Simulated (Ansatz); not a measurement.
Pressure series in Hf

Start from Hf in the hcp (Mg type) structure (space group P6_3/mmc, No. 194; a = 3.204 Å, c = 5.069 Å).

Cell and atoms are relaxed at each pressure.

Computed with PBE, PAW, 420 eV (Ansatz, an electronic-structure program; scalar-relativistic without spin-orbit coupling).

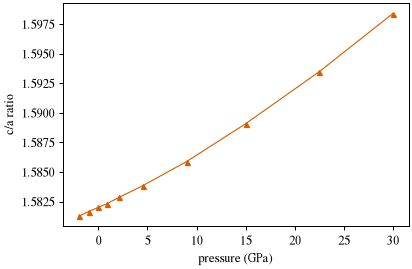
Fig. 1. c/a ratio against pressure

**Question.** From the plot, what is the c/a ratio for pressure 22.5 GPa?

**Answer.** About 1.593.

**Question.** Is the trend monotonic over the range shown?

**Answer.** Yes, it rises throughout, spanning 1.581 to 1.598.

Load acts through the strain it causes; cell and atoms are relaxed under it. No phonon test of stability was made. No other phases were tried under pressure. The final runs are not spin-polarised.
